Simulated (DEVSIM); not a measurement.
Structure: abrupt InP p-n junction, at 300 K.

| layer (left to right) | material | thickness (μm) | Nd (cm⁻³) | Na (cm⁻³) | τn (s) | τp (s) |
|---|---|---|---|---|---|---|
| 1 | InP | 62.0 | - | 4.2e14 | 1.4e-9 | 1.4e-9 |
| 2 | InP | 22.0 | 1.4e16 | - | 1.4e-9 | 1.4e-9 |

Left contact: ohmic. Right contact: ohmic. Voltage is applied to the left contact. Recombination: SRH at mid-gap, Auger. Mobility is μmin + (μ − μmin)/(1 + (N/Nref)^α).

The device is made up for the run: typed textbook-type constants, with dimensions and the other settings drawn at random. Values at 300 K.

```csv
parameter,InP
gap (eV),1.344
affinity (eV),4.38
permittivity,12.5
Nc (cm⁻³),5.7e17
Nv (cm⁻³),1.1e19
μn (cm²/Vs),5200
μp (cm²/Vs),170
"μn,min",400
"μp,min",10
"Nref,n",3e17
"Nref,p",4.9e17
αn,0.47
αp,0.62
Cn (cm⁶/s),9e-31
Cp (cm⁶/s),9e-31
```

Model (solved in DEVSIM): 1D drift-diffusion, Boltzmann statistics, complete ionisation; no tunnelling, impact ionisation, image-force lowering or self-heating.

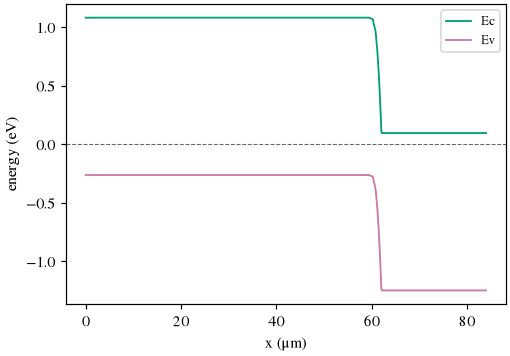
*Band edges at zero bias*

Energies count from the Fermi level of the right contact; mesh points crowd at the junctions.

```json
[
 {"x (μm)": "0.000", "Ec (eV)": "1.081", "Ev (eV)": "-0.263", "n (cm⁻³)": "< 1e2", "p (cm⁻³)": "4.2e14", "field (V/cm)": "≈ 0"},
 {"x (μm)": "0.05124", "Ec (eV)": "1.081", "Ev (eV)": "-0.263", "n (cm⁻³)": "< 1e2", "p (cm⁻³)": "4.2e14", "field (V/cm)": "≈ 0"},
 {"x (μm)": "0.2216", "Ec (eV)": "1.081", "Ev (eV)": "-0.263", "n (cm⁻³)": "< 1e2", "p (cm⁻³)": "4.2e14", "field (V/cm)": "≈ 0"},
 {"x (μm)": "0.7457", "Ec (eV)": "1.081", "Ev (eV)": "-0.263", "n (cm⁻³)": "< 1e2", "p (cm⁻³)": "4.2e14", "field (V/cm)": "≈ 0"},
 {"x (μm)": "3.602", "Ec (eV)": "1.081", "Ev (eV)": "-0.263", "n (cm⁻³)": "< 1e2", "p (cm⁻³)": "4.2e14", "field (V/cm)": "≈ 0"},
 {"x (μm)": "11.81", "Ec (eV)": "1.081", "Ev (eV)": "-0.263", "n (cm⁻³)": "< 1e2", "p (cm⁻³)": "4.2e14", "field (V/cm)": "≈ 0"},
 {"x (μm)": "35.67", "Ec (eV)": "1.081", "Ev (eV)": "-0.263", "n (cm⁻³)": "< 1e2", "p (cm⁻³)": "4.2e14", "field (V/cm)": "≈ 0"},
 {"x (μm)": "56.43", "Ec (eV)": "1.081", "Ev (eV)": "-0.263", "n (cm⁻³)": "< 1e2", "p (cm⁻³)": "4.2e14", "field (V/cm)": "≈ 0"},
 {"x (μm)": "60.24", "Ec (eV)": "1.068", "Ev (eV)": "-0.276", "n (cm⁻³)": "< 1e2", "p (cm⁻³)": "2.5e14", "field (V/cm)": "-600"},
 {"x (μm)": "61.48", "Ec (eV)": "0.616", "Ev (eV)": "-0.728", "n (cm⁻³)": "2.6e7", "p (cm⁻³)": "6400000", "field (V/cm)": "-7300"},
 {"x (μm)": "61.85", "Ec (eV)": "0.301", "Ev (eV)": "-1.043", "n (cm⁻³)": "5.0e12", "p (cm⁻³)": "< 1e2", "field (V/cm)": "-9600"},
 {"x (μm)": "61.99", "Ec (eV)": "0.163", "Ev (eV)": "-1.181", "n (cm⁻³)": "1.1e15", "p (cm⁻³)": "< 1e2", "field (V/cm)": "-11000"},
 {"x (μm)": "62.03", "Ec (eV)": "0.125", "Ev (eV)": "-1.219", "n (cm⁻³)": "4.5e15", "p (cm⁻³)": "< 1e2", "field (V/cm)": "-6900"},
 {"x (μm)": "62.13", "Ec (eV)": "0.098", "Ev (eV)": "-1.246", "n (cm⁻³)": "1.3e16", "p (cm⁻³)": "< 1e2", "field (V/cm)": "-500"},
 {"x (μm)": "62.71", "Ec (eV)": "0.096", "Ev (eV)": "-1.248", "n (cm⁻³)": "1.4e16", "p (cm⁻³)": "< 1e2", "field (V/cm)": "≈ 0"},
 {"x (μm)": "64.28", "Ec (eV)": "0.096", "Ev (eV)": "-1.248", "n (cm⁻³)": "1.4e16", "p (cm⁻³)": "< 1e2", "field (V/cm)": "≈ 0"},
 {"x (μm)": "69.48", "Ec (eV)": "0.096", "Ev (eV)": "-1.248", "n (cm⁻³)": "1.4e16", "p (cm⁻³)": "< 1e2", "field (V/cm)": "≈ 0"},
 {"x (μm)": "78.73", "Ec (eV)": "0.096", "Ev (eV)": "-1.248", "n (cm⁻³)": "1.4e16", "p (cm⁻³)": "< 1e2", "field (V/cm)": "≈ 0"},
 {"x (μm)": "82.90", "Ec (eV)": "0.096", "Ev (eV)": "-1.248", "n (cm⁻³)": "1.4e16", "p (cm⁻³)": "< 1e2", "field (V/cm)": "≈ 0"},
 {"x (μm)": "83.68", "Ec (eV)": "0.096", "Ev (eV)": "-1.248", "n (cm⁻³)": "1.4e16", "p (cm⁻³)": "< 1e2", "field (V/cm)": "≈ 0"},
 {"x (μm)": "83.91", "Ec (eV)": "0.096", "Ev (eV)": "-1.248", "n (cm⁻³)": "1.4e16", "p (cm⁻³)": "< 1e2", "field (V/cm)": "≈ 0"},
 {"x (μm)": "84.00", "Ec (eV)": "0.096", "Ev (eV)": "-1.248", "n (cm⁻³)": "1.4e16", "p (cm⁻³)": "< 1e2", "field (V/cm)": "≈ 0"}
]
```
